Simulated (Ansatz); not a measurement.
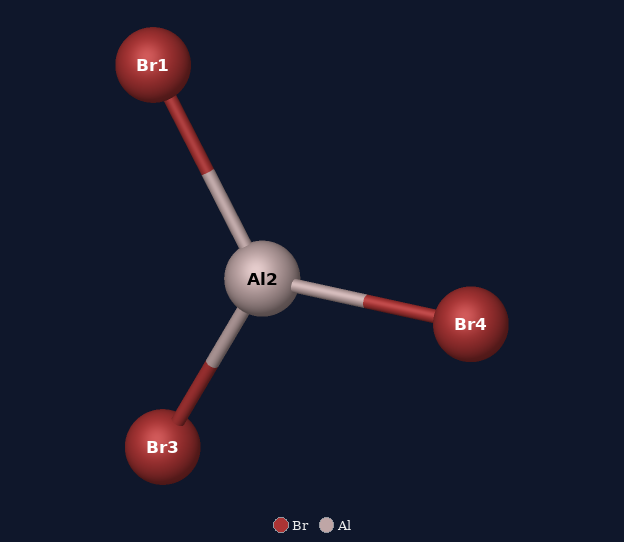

The geometry was computed by an optimisation with PBE-D4/def2-SVP. No frequency run is at hand to confirm it as a minimum.

Question: How are the neighbours of atom 2 arranged?

Answer: Al2 has 3 neighbours (Br1 at 2.25, Br3 at 2.25, Br4 at 2.25 Å); the arrangement is trigonal planar.
